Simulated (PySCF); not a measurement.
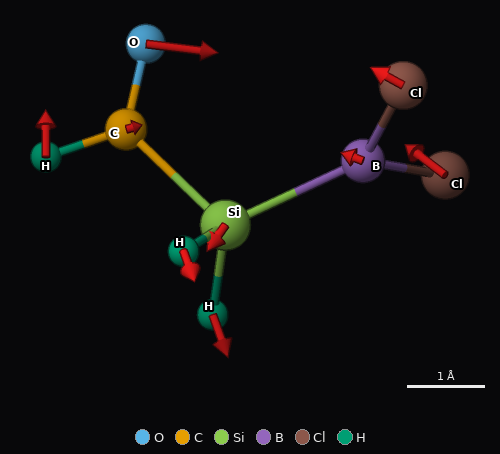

A relaxation of CH₃BCl₂OSi. The starting structure is drawn; red arrows show the displacements, magnified 5 times. The two geometries are superimposed by the best rigid fit.

Style: ball-and-stick. Shown at a tilt.

The start comes from GFN2-xTB.

Level of theory: PySCF, PBE0-D3(BJ)/def2-SVP geometry optimisation, gas phase. 

Question: What did the optimiser do to the structure, and how much energy did it gain?

Answer: The energy falls by 1.90 kcal/mol in 7 geometry steps. Largest force component: 0.64 eV/Å at the start, 0.015 eV/Å at the end. The forces were under the threshold at step 4, but the run went on from there. The O atom moves most after the best rigid fit: 0.19 Å. By element the largest moves are O 0.19 Å, Cl 0.16 Å, H 0.13 Å, Si 0.09 Å, B 0.07 Å, C 0.05 Å. Some distances before and after: B–Si 1.987 → 2.020 Å, H–Si 1.468 → 1.496 Å, B–Cl 1.721 → 1.745 Å, C–H 1.110 → 1.126 Å. Bond angles that change, for instance: C–Si–B 109.6° → 103.0°, C–Si–H 103.0° → 108.3°, O–C–Si 124.3° → 120.9°.
